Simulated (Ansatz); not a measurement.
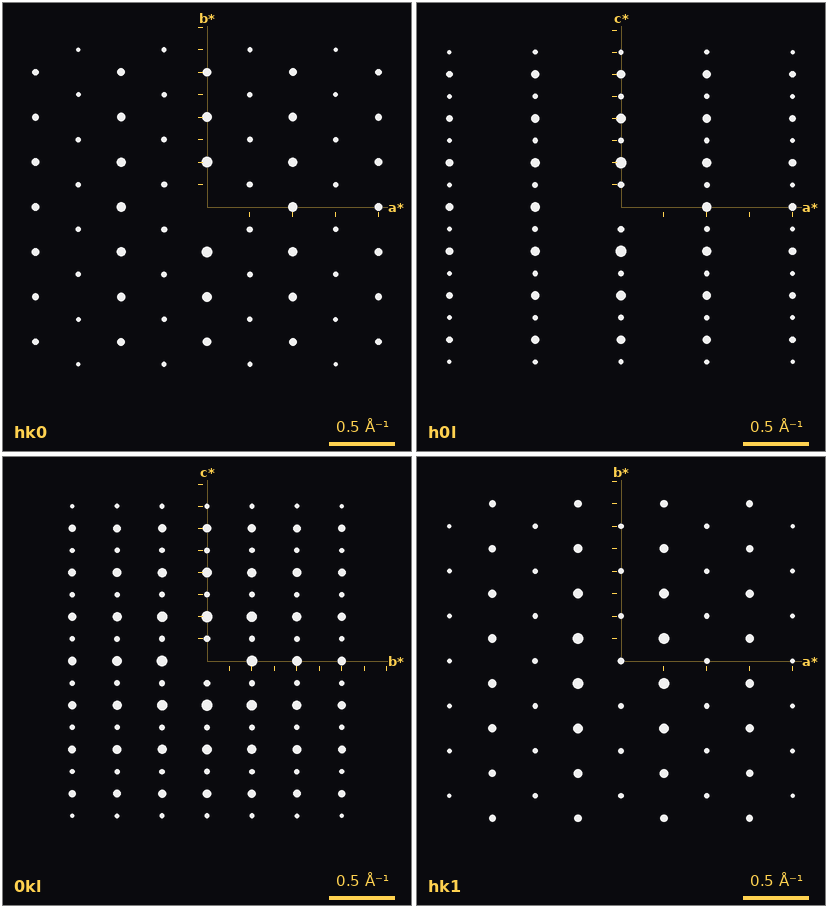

Simulated precession-type sections (X-rays; kinematic intensities, B = 0.5 Å²). The ticks mark integer indices of the conventional cell.

The compound is CdHg. Structure: the end point of a relaxation with DFT PBE, scalar-relativistic, plane waves, PAW in Ansatz; the starting structure was generated, so it need not be a known form of this composition.

> Read the reciprocal cell and give the direct cell.

a* = 0.335, b* = 0.175, c* = 0.173 Å⁻¹; the cell is orthorhombic with a = 2.99 Å, b = 5.70 Å, c = 5.79 Å.

> Which reflection conditions do the layers show?

Reflections are present only under these conditions. hkl: h + k = 2n; hk0: h + k = 2n; h0l: h = 2n; 0kl: k = 2n; h00: h = 2n; 0k0: k = 2n; 00l: no condition. The lattice is C-centred (C).

> Which space groups fit?

The intensities have Laue symmetry mmm (the hk0 layer shows 2mm, hk1 shows 2mm). With these conditions the candidates are C222 (No. 21), Cmm2 (No. 35), C2mm (No. 38), Cmmm (No. 65) (symbols for these axes; some are non-standard settings). Diffraction geometry alone does not choose among them; the structure has Cmmm.
